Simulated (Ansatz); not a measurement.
**CH3Si (doublet): correlated methods under varied settings at a displaced geometry (v1)**

Aim: run CH3Si (doublet) at one geometry under a spread of methods and options, and see what each costs and gives.

Program: Ansatz 0.2.0, Gaussian basis. Level of theory: the settings change from run to run. These are calculated values, not measurements.

21 further runs of the same task are left out: 7 that didn't finish, 14 set aside as unsound or not needed.

## Step 1: The system

The geometry is a PBE0/def2-TZVP stationary point (not a proven minimum) with its atoms shifted at random (size 0.040 Å).

5 atoms, charge 0, spin multiplicity 2.

Atoms are counted from 1 here; the program's logs count them from 0.

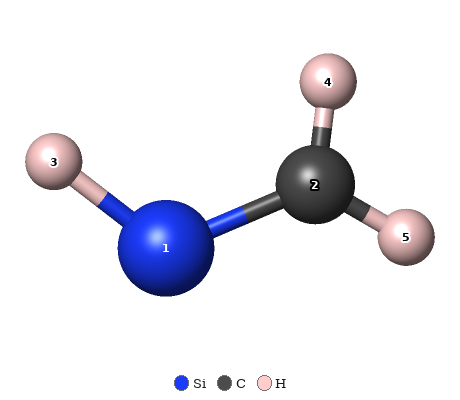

The structure; silicon blue, carbon dark grey, hydrogen pink; atoms are numbered from 1 in the order of the file.

## Step 2: NEVPT4(SD)(9,7)/6-31G

Input file in.yaml:

```yaml
crystal:
  periodic: [false, false, false]
  atoms:
    - {symbol: Si, position_ang: [0.002723, -0.084988, 0.563485]}
    - {symbol: C, position_ang: [0.001889, 0.076015, -1.143021]}
    - {symbol: H, position_ang: [0.049853, 1.145523, 1.420519]}
    - {symbol: H, position_ang: [-0.052923, 1.062971, -1.604248]}
    - {symbol: H, position_ang: [-0.095308, -0.746180, -1.897029]}
basis:
  gaussian: {orbitals: 6-31G, fitting: {mean_field: def2-universal-jkfit}}
magnetization: {spin_polarized: false, initial_magnetization: 1}
correlation: {method: fic_nevpt4_sd, electrons: outside_noble_gas, active_space: {window: {electrons: 9, orbitals: 7}}}
```

Run with:

```console
$ ansatz run in.yaml --threads 1 --pin off --events-out ev --progress --plain --max-ram 2393MiB
```

Standard output:

```text
Functional definition: HF
  name "HF"
  cite "Fock, Z. Phys. 61, 126 (1930) doi:10.1007/BF01340294"
  parent pbe
  exchange = exact_x
  correlation = 0
257 factors; integrals over basis functions are off by at most 8.5e-2 eV
mean field evaluation 1: about -8933.4929 eV, gradient 2.3e1 eV
mean field evaluation 2: about -8934.5598 eV, gradient 1.6e1 eV
mean field evaluation 4: about -8935.4540 eV, gradient 7.0e-1 eV
mean field evaluation 8: about -8935.4608 eV, gradient 2.7e-6 eV
mean field evaluation 16: about -8934.7593 eV, gradient 1.2e-1 eV
mean field -8935.46078192 eV, -328.3721270626 hartree, gradient 2.7e-6 eV, S^2 0.750000; 4 other end points of the search recorded, 0 dependent functions left out
reference -8935.46078192 eV, -328.3721270626 hartree; 12, 11 occupied and 16, 17 virtual orbitals, 257 factors
state -8937.11713182 eV, -328.4329967989 hartree
state -8937.11713182 eV, -328.4329967989 hartree; corrected -8940.15781314 eV, -328.5447397763 hartree
state -8937.02477384 eV, -328.4296027056 hartree
state -8937.02477384 eV, -328.4296027056 hartree; corrected -8940.13976425 eV, -328.5440764917 hartree
state -8937.11713182 eV, -328.4329967989 hartree; corrected -8940.15781314 eV, -328.5447397763 hartree
Total energy: -8940.15781314 eV, -328.5447397763 hartree
```

It took 5.5 s on 1 thread of Arm Neoverse V1, shared host.

From the report: 735 determinants; active occupations 2.00, 2.00, 1.97, 1.87, 1.00, 0.13, 0.02.

## Step 3: CCSD on UHF/def2-mTZVP

Input file in.yaml:

```yaml
crystal:
  periodic: [false, false, false]
  atoms:
    - {symbol: Si, position_ang: [0.002723, -0.084988, 0.563485]}
    - {symbol: C, position_ang: [0.001889, 0.076015, -1.143021]}
    - {symbol: H, position_ang: [0.049853, 1.145523, 1.420519]}
    - {symbol: H, position_ang: [-0.052923, 1.062971, -1.604248]}
    - {symbol: H, position_ang: [-0.095308, -0.746180, -1.897029]}
basis:
  gaussian: {orbitals: def2-mTZVP, point_charges: [{charge: -0.50, position_ang: [4.057, 0.263, 0.452]}]}
magnetization: {spin_polarized: true, initial_magnetization: 1}
correlation: {method: ccsd, electrons: outside_noble_gas}
scf: {lower_state_search: full}
output: {forces: true}
```

The command is unchanged.

Standard output, cut to the lines that bear on the results:

```text
Functional definition: HF
  name "HF"
  cite "Fock, Z. Phys. 61, 126 (1930) doi:10.1007/BF01340294"
  parent pbe
[...]
465 factors; integrals over basis functions are off by at most 1.4e-3 eV
[...]
mean field -8937.75055267 eV, -328.4562745855 hartree, gradient 5.4e-6 eV, S^2 1.222887; 17 other end points of the search recorded, 0 dependent functions left out
determinant -8937.75055267 eV, -328.4562745855 hartree, with singles and doubles -8943.77229415 eV, -328.6775695034 hartree
determinant -8937.43452661 eV, -328.4446608422 hartree, with singles and doubles -8943.64311079 eV, -328.6728221024 hartree
determinant -8936.96333024 eV, -328.4273446949 hartree, with singles and doubles -8942.76814608 eV, -328.6406677426 hartree
determinant -8935.28986037 eV, -328.3658458115 hartree, with singles and doubles -8940.83205969 eV, -328.5695178798 hartree
[...]
reference -8937.75055267 eV, -328.4562745855 hartree; 6, 5 occupied and 38, 39 virtual orbitals, 465 factors
second order -4.94832122 eV of doubles, -0.00000000 eV of singles
cycle   1  -6.05468500 eV  change    2.8e-7 eV  update   2.6e-6
[...]
cycle   3  -6.05468175 eV  change    9.8e-7 eV  update   8.3e-7
[...]
Total energy: -8943.80523441 eV, -328.6787800358 hartree
Atom 0 at     0.002723    -0.084988     0.563485 Å, force     0.141655     0.039474     0.035448 eV/Å
Atom 1 at     0.001889     0.076015    -1.143021 Å, force    -0.527844    -0.611943    -1.150396 eV/Å
Atom 2 at     0.049853     1.145523     1.420519 Å, force     0.030301    -0.081880    -0.011220 eV/Å
Atom 3 at    -0.052923     1.062971    -1.604248 Å, force     0.121309    -0.004717     0.145041 eV/Å
Atom 4 at    -0.095308    -0.746180    -1.897029 Å, force     0.244719     0.660531     0.941007 eV/Å
Dipole moment:     0.083045    -0.014401     0.163173 e Å
```

Run time: 12 s. Hardware: 1 thread of Arm Neoverse V1, shared host.

From the report: ⟨S²⟩ of the determinant 1.223 (pure doublet: 0.75); correlation -6.0547 eV; T1 0.070; largest double amplitude 0.15.

## Step 4: CISD/6-31++G**

Input file in.yaml:

```yaml
crystal:
  periodic: [false, false, false]
  atoms:
    - {symbol: Si, position_ang: [0.002723, -0.084988, 0.563485]}
    - {symbol: C, position_ang: [0.001889, 0.076015, -1.143021]}
    - {symbol: H, position_ang: [0.049853, 1.145523, 1.420519]}
    - {symbol: H, position_ang: [-0.052923, 1.062971, -1.604248]}
    - {symbol: H, position_ang: [-0.095308, -0.746180, -1.897029]}
basis:
  gaussian: {orbitals: "6-31++G**"}
magnetization: {spin_polarized: false, initial_magnetization: 1}
correlation: {active_space: {ras: {orbitals: [5, 1, 48], electrons: 11, max_holes: 2, max_particles: 2}, fixed_orbitals: true}}
output: {forces: true}
```

Launched as before.

Standard output, cut to the lines that bear on the results:

```text
Functional definition: HF
  name "HF"
  cite "Fock, Z. Phys. 61, 126 (1930) doi:10.1007/BF01340294"
  parent pbe
[...]
532 factors; integrals over basis functions are off by at most 1.2e-3 eV
[...]
mean field -8936.88257900 eV, -328.4243771416 hartree, gradient 3.9e-6 eV, S^2 0.750000; 2 other end points of the search recorded, 0 dependent functions left out
reference -8936.88257900 eV, -328.4243771416 hartree; 12, 11 occupied and 48, 49 virtual orbitals, 532 factors
state -8943.14276378 eV, -328.6544346892 hartree
[...]
Total energy: -8943.14276378 eV, -328.6544346892 hartree
Atom 0 at     0.002723    -0.084988     0.563485 Å, force     0.009807     0.309000     0.117733 eV/Å
Atom 1 at     0.001889     0.076015    -1.143021 Å, force    -0.382962    -0.639134    -1.305938 eV/Å
Atom 2 at     0.049853     1.145523     1.420519 Å, force     0.033063    -0.330316    -0.167137 eV/Å
Atom 3 at    -0.052923     1.062971    -1.604248 Å, force     0.088351    -0.146743     0.249648 eV/Å
Atom 4 at    -0.095308    -0.746180    -1.897029 Å, force     0.251741     0.807192     1.105694 eV/Å
Dipole moment:    -0.019208    -0.025376     0.154885 e Å
```

It took 14 s on 1 thread of Arm Neoverse V1, shared host; peak memory 0.48 GiB.

From the report: 151,014 determinants.

## Step 5: CASCI(5,6)/6-31G

Edit in.yaml of step 4 so:

```diff
@@ -9,5 +9,4 @@
 basis:
-  gaussian: {orbitals: "6-31++G**"}
+  gaussian: {orbitals: 6-31G}
 magnetization: {spin_polarized: false, initial_magnetization: 1}
-correlation: {active_space: {ras: {orbitals: [5, 1, 48], electrons: 11, max_holes: 2, max_particles: 2}, fixed_orbitals: true}}
-output: {forces: true}
+correlation: {active_space: {window: {electrons: 5, orbitals: 6}, fixed_orbitals: true, states: [{multiplicity: 2, weights: [1, 1]}], root: 0}}
```

The command is unchanged.

Standard output:

```text
Functional definition: HF
  name "HF"
  cite "Fock, Z. Phys. 61, 126 (1930) doi:10.1007/BF01340294"
  parent pbe
  exchange = exact_x
  correlation = 0
629 factors; integrals over basis functions are off by at most 2.0e-7 eV
mean field evaluation 1: about -8933.4925 eV, gradient 2.3e1 eV
mean field evaluation 2: about -8933.4937 eV, gradient 2.3e1 eV
mean field evaluation 4: about -8935.4068 eV, gradient 2.2e0 eV
mean field evaluation 8: about -8935.4610 eV, gradient 8.4e-2 eV
mean field evaluation 16: about -8934.4064 eV, gradient 6.3e0 eV
mean field -8935.46102967 eV, -328.3721361675 hartree, gradient 1.3e-6 eV, S^2 0.750000; 4 other end points of the search recorded, 0 dependent functions left out
reference -8935.46102967 eV, -328.3721361675 hartree; 12, 11 occupied and 16, 17 virtual orbitals, 629 factors
state -8936.28947972 eV, -328.4025811450 hartree
state -8934.68555909 eV, -328.3436381493 hartree
Total energy: -8936.28947972 eV, -328.4025811450 hartree
```

Wall time 0.39 s (1 thread of Arm Neoverse V1, shared host).

From the report: 300 determinants; active occupations (of the averaged states) 1.99, 1.47, 1.41, 0.12, 0.01, 0.01.

## Step 6: CASSCF(3,5)/cc-pVDZ

Edit in.yaml of step 5 so:

```diff
@@ -9,4 +9,5 @@
 basis:
-  gaussian: {orbitals: 6-31G}
+  gaussian: {orbitals: cc-pVDZ}
 magnetization: {spin_polarized: false, initial_magnetization: 1}
-correlation: {active_space: {window: {electrons: 5, orbitals: 6}, fixed_orbitals: true, states: [{multiplicity: 2, weights: [1, 1]}], root: 0}}
+correlation: {active_space: {window: {electrons: 3, orbitals: 5}}}
+output: {forces: true}
```

Same command.

Standard output, cut to the lines that bear on the results:

```text
Functional definition: HF
  name "HF"
  cite "Fock, Z. Phys. 61, 126 (1930) doi:10.1007/BF01340294"
  parent pbe
[...]
445 factors; integrals over basis functions are off by at most 1.3e-3 eV
[...]
mean field -8937.21882096 eV, -328.4367338058 hartree, gradient 2.6e-6 eV, S^2 0.750000; 2 other end points of the search recorded, 0 dependent functions left out
reference -8937.21882096 eV, -328.4367338058 hartree; 12, 11 occupied and 35, 36 virtual orbitals, 445 factors
state -8938.18109909 eV, -328.4720968749 hartree
[...]
Total energy: -8938.18109909 eV, -328.4720968749 hartree
Atom 0 at     0.002723    -0.084988     0.563485 Å, force    -0.059438     0.089347     0.896326 eV/Å
Atom 1 at     0.001889     0.076015    -1.143021 Å, force    -0.262896    -0.525678    -1.975017 eV/Å
Atom 2 at     0.049853     1.145523     1.420519 Å, force     0.066975    -0.234055    -0.114323 eV/Å
Atom 3 at    -0.052923     1.062971    -1.604248 Å, force     0.027886    -0.047047     0.155146 eV/Å
Atom 4 at    -0.095308    -0.746180    -1.897029 Å, force     0.227473     0.717432     1.037867 eV/Å
Dipole moment:    -0.012526    -0.038507     0.036147 e Å
```

Wall time 1.5 s (1 thread of Arm Neoverse V1, shared host).

From the report: 50 determinants; active occupations 1.86, 1.00, 0.14, 0.01, 0.00.

## Step 7: CASSCF(5,5)/6-31G*

Edit in.yaml of step 6 so:

```diff
@@ -9,5 +9,5 @@
 basis:
-  gaussian: {orbitals: cc-pVDZ}
+  gaussian: {orbitals: "6-31G*"}
 magnetization: {spin_polarized: false, initial_magnetization: 1}
-correlation: {active_space: {window: {electrons: 3, orbitals: 5}}}
+correlation: {active_space: {window: {electrons: 5, orbitals: 5}}}
 output: {forces: true}
```

Same command.

Standard output, cut to the lines that bear on the results:

```text
Functional definition: HF
  name "HF"
  cite "Fock, Z. Phys. 61, 126 (1930) doi:10.1007/BF01340294"
  parent pbe
[...]
404 factors; integrals over basis functions are off by at most 1.3e-3 eV
[...]
mean field -8936.61385432 eV, -328.4145016918 hartree, gradient 3.1e-6 eV, S^2 0.750000; 4 other end points of the search recorded, 0 dependent functions left out
reference -8936.61385432 eV, -328.4145016918 hartree; 12, 11 occupied and 28, 29 virtual orbitals, 404 factors
state -8938.08639615 eV, -328.4686166060 hartree
[...]
Total energy: -8938.08639615 eV, -328.4686166060 hartree
Atom 0 at     0.002723    -0.084988     0.563485 Å, force     0.027128     0.224854     1.309084 eV/Å
Atom 1 at     0.001889     0.076015    -1.143021 Å, force    -0.423832    -0.439173    -2.672386 eV/Å
Atom 2 at     0.049853     1.145523     1.420519 Å, force     0.022362    -0.375103    -0.198075 eV/Å
Atom 3 at    -0.052923     1.062971    -1.604248 Å, force     0.109968    -0.334790     0.323931 eV/Å
Atom 4 at    -0.095308    -0.746180    -1.897029 Å, force     0.264374     0.924212     1.237446 eV/Å
Dipole moment:    -0.020009    -0.041000     0.024787 e Å
```

Run time: 0.81 s. Hardware: 1 thread of Arm Neoverse V1, shared host.

From the report: 100 determinants; active occupations 1.98, 1.88, 1.00, 0.12, 0.02.

## Step 8: HF/def2-SVP

Edit in.yaml of step 7 so:

```diff
@@ -9,5 +9,5 @@
 basis:
-  gaussian: {orbitals: "6-31G*"}
+  gaussian: {orbitals: def2-SVP}
 magnetization: {spin_polarized: false, initial_magnetization: 1}
-correlation: {active_space: {window: {electrons: 5, orbitals: 5}}}
-output: {forces: true}
+hamiltonian: {xc: hf}
+output: {forces: true, orbitals: {seedname: orbitals}}
```

Launched as before.

Standard output, cut to the lines that bear on the results:

```text
Functional definition: HF
  name "HF"
  cite "Fock, Z. Phys. 61, 126 (1930) doi:10.1007/BF01340294"
  parent pbe
[...]
470 factors; integrals over basis functions are off by at most 1.6e-3 eV
[...]
mean field -8933.87523501 eV, -328.3138592885 hartree, gradient 2.1e-5 eV, S^2 0.750000; 1 other end points of the search recorded, 0 dependent functions left out
[...]
reference -8933.87523501 eV, -328.3138592885 hartree; 12, 11 occupied and 35, 36 virtual orbitals, 470 factors
Total energy: -8933.87523501 eV, -328.3138592885 hartree
Atom 0 at     0.002723    -0.084988     0.563485 Å, force     0.045332     0.441723    -0.546031 eV/Å
Atom 1 at     0.001889     0.076015    -1.143021 Å, force    -0.455866    -0.790179    -0.622482 eV/Å
Atom 2 at     0.049853     1.145523     1.420519 Å, force     0.024183    -0.341328    -0.083192 eV/Å
Atom 3 at    -0.052923     1.062971    -1.604248 Å, force     0.118360    -0.045111     0.207664 eV/Å
Atom 4 at    -0.095308    -0.746180    -1.897029 Å, force     0.267992     0.734894     1.044041 eV/Å
Dipole moment:    -0.022609    -0.051199     0.199016 e Å
```

Wall time 0.48 s (1 thread of Arm Neoverse V1, shared host).

## Step 9: CCSD/6-31++G**

Edit in.yaml of step 8 so:

```diff
@@ -9,5 +9,6 @@
 basis:
-  gaussian: {orbitals: def2-SVP}
+  gaussian: {orbitals: "6-31++G**"}
 magnetization: {spin_polarized: false, initial_magnetization: 1}
-hamiltonian: {xc: hf}
-output: {forces: true, orbitals: {seedname: orbitals}}
+hamiltonian: {xc: {name: B3LYP}}
+correlation: {method: ccsd, electrons: outside_noble_gas}
+output: {forces: true}
```

The command is unchanged.

Standard output, cut to the lines that bear on the results:

```text
Functional definition: B3LYP
  name "B3LYP"
  cite "Stephens, Devlin, Chabalowski & Frisch, J. Phys. Chem. 98, 11623 (1994) doi:10.1021/j100096a001"
  cite "Becke, Phys. Rev. A 38, 3098 (1988) doi:10.1103/PhysRevA.38.3098"
  cite "Lee, Yang & Parr, Phys. Rev. B 37, 785 (1988) doi:10.1103/PhysRevB.37.785"
  cite "Vosko, Wilk & Nusair, Can. J. Phys. 58, 1200 (1980) doi:10.1139/p80-159"
[...]
532 factors; integrals over basis functions are off by at most 1.2e-3 eV
[...]
mean field -8960.69371634 eV, -329.2994202991 hartree, gradient 4.3e-6 eV, S^2 0.750000; 3 other end points of the search recorded, 0 dependent functions left out
[...]
6 core orbitals not correlated: weight in the atoms' cores, before any rotation towards them, 1.000 or more for the frozen orbitals, at most 0.000 for the correlated occupied ones
reference -8936.49524896 eV, -328.4101430254 hartree; 6, 5 occupied and 48, 49 virtual orbitals, 532 factors
second order -6.36396065 eV of doubles, -0.26544357 eV of singles
cycle   1  -6.77559689 eV  change   -1.5e-1 eV  update   7.7e-2
[...]
cycle  19  -7.09382833 eV  change    2.3e-7 eV  update   2.7e-7
[...]
Total energy: -8943.58907730 eV, -328.6708364082 hartree
Atom 0 at     0.002723    -0.084988     0.563485 Å, force     0.006668     0.186670     0.415186 eV/Å
Atom 1 at     0.001889     0.076015    -1.143021 Å, force    -0.355500    -0.602800    -1.492731 eV/Å
Atom 2 at     0.049853     1.145523     1.420519 Å, force     0.033888    -0.258157    -0.134549 eV/Å
Atom 3 at    -0.052923     1.062971    -1.604248 Å, force     0.079450    -0.053595     0.187917 eV/Å
Atom 4 at    -0.095308    -0.746180    -1.897029 Å, force     0.235493     0.727884     1.024177 eV/Å
Dipole moment:    -0.019603    -0.019393     0.127329 e Å
```

Wall time 16 s (1 thread of Arm Neoverse V1, shared host).

From the report: correlation -7.0938 eV; T1 0.022; largest double amplitude 0.08. The orbitals are Kohn-Sham ones, so correlation energy and T1 don't compare with those on Hartree-Fock orbitals.

## Step 10: CASSCF(3,4)/def2-SVP

Edit in.yaml of step 9 so:

```diff
@@ -9,6 +9,4 @@
 basis:
-  gaussian: {orbitals: "6-31++G**"}
+  gaussian: {orbitals: def2-SVP, point_charges: [{charge: -0.50, position_ang: [3.626, 0.072, -0.071]}]}
 magnetization: {spin_polarized: false, initial_magnetization: 1}
-hamiltonian: {xc: {name: B3LYP}}
-correlation: {method: ccsd, electrons: outside_noble_gas}
-output: {forces: true}
+correlation: {active_space: {window: {electrons: 3, orbitals: 4}}}
```

Same command.

Standard output:

```text
Functional definition: HF
  name "HF"
  cite "Fock, Z. Phys. 61, 126 (1930) doi:10.1007/BF01340294"
  parent pbe
  exchange = exact_x
  correlation = 0
470 factors; integrals over basis functions are off by at most 1.6e-3 eV
mean field evaluation 1: about -8931.2489 eV, gradient 2.6e1 eV
mean field evaluation 2: about -8931.2491 eV, gradient 2.6e1 eV
mean field evaluation 4: about -8933.7700 eV, gradient 2.8e0 eV
mean field evaluation 8: about -8933.8496 eV, gradient 1.5e-3 eV
mean field evaluation 16: about -8932.6229 eV, gradient 8.5e0 eV
mean field -8933.84963637 eV, -328.3129185560 hartree, gradient 2.4e-6 eV, S^2 0.750000; 4 other end points of the search recorded, 0 dependent functions left out
reference -8933.84963637 eV, -328.3129185560 hartree; 12, 11 occupied and 35, 36 virtual orbitals, 470 factors
state -8934.73212006 eV, -328.3453492334 hartree
Total energy: -8934.73212006 eV, -328.3453492334 hartree
```

Run time: 1.1 s. Hardware: 1 thread of Arm Neoverse V1, shared host.

From the report: 24 determinants; active occupations 1.86, 1.00, 0.14, 0.01.

## Step 11: The runs in one table

Where basis and cores are those of an earlier RCCSDT(Q)/cc-pVDZ run (-8944.5079 eV), and the state is the same kind, the miss against it is given.

| level | correlated | functions | energy (eV) | from RCCSDT(Q) (meV) | time |
| --- | --- | --- | --- | --- | --- |
| NEVPT4(SD)(9,7)/6-31G | outside noble gas | 28 | -8940.1578 |  | 5.5 s |
| CCSD on UHF/def2-mTZVP (beside a point charge) | outside noble gas | 50 | -8943.8052 |  | 12 s |
| CISD/6-31++G** | outside noble gas | 60 | -8943.1428 |  | 14 s |
| CASCI(5,6)/6-31G (lowest root of an average) |  | 28 | -8936.2895 |  | 0.39 s |
| CASSCF(3,5)/cc-pVDZ |  | 47 | -8938.1811 | 6326.8 | 1.5 s |
| CASSCF(5,5)/6-31G* |  | 40 | -8938.0864 |  | 0.81 s |
| HF/def2-SVP |  | 47 | -8933.8752 |  | 0.48 s |
| CCSD/6-31++G** (on B3LYP orbitals) | outside noble gas | 60 | -8943.5891 |  | 16 s |
| CASSCF(3,4)/def2-SVP (beside a point charge) |  | 47 | -8934.7321 |  | 1.1 s |

## Step 12: Summary of results

```
quantity                                                 value
    runs                                                     9
quickest  CASCI(5,6)/6-31G (lowest root of an average), 0.39 s
 slowest              CCSD/6-31++G** (on B3LYP orbitals), 16 s
```

Total energies in different bases, with other cores or another treatment of relativity can't be set against each other. CCSD/6-31++G** (on B3LYP orbitals) took 40 times as long as CASCI(5,6)/6-31G (lowest root of an average); the jobs differ in more than the method. Hartree-Fock, CASSCF and CASCI lack dynamic correlation by design.
